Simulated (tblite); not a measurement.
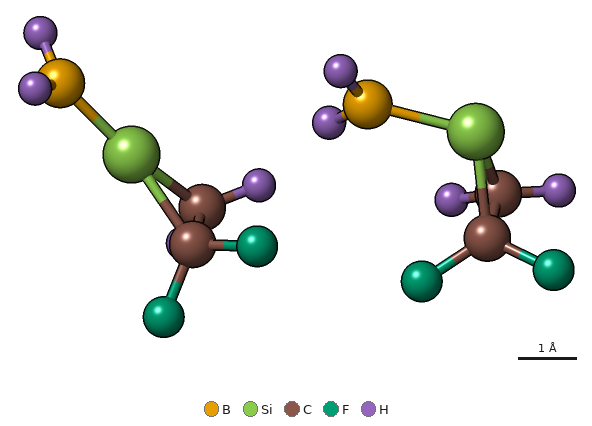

Two geometries of C2H4BF2Si (multiplicity 2), drawn at one scale. One is the start of a relaxation, the other its converged end. Style: ball-and-stick. Shown from a free direction.

Level of theory: GFN2-xTB geometry optimisation, gas phase (tblite). 

Which geometry has the lower energy?

Answer. The left one is the relaxed one. Over 74 geometry steps the energy falls by 1.022 eV. The atom that moves furthest after the best rigid fit is an H atom (1.61 Å). By element the largest moves are H 1.61 Å, Si 1.07 Å, F 0.91 Å, B 0.43 Å, C 0.29 Å. Some distances before and after: B–Si 1.948 → 1.869 Å, C–C 1.467 → 1.541 Å, C–Si 1.885 → 1.919 Å, C–F 1.396 → 1.366 Å. Bond angles that change, for instance: B–Si–C 110.0° → 162.0°, B–Si–C 110.2° → 150.6°, F–C–F 117.1° → 106.4°. Cost: 0.34 s on 1 thread of Arm Neoverse V1 (shared host).
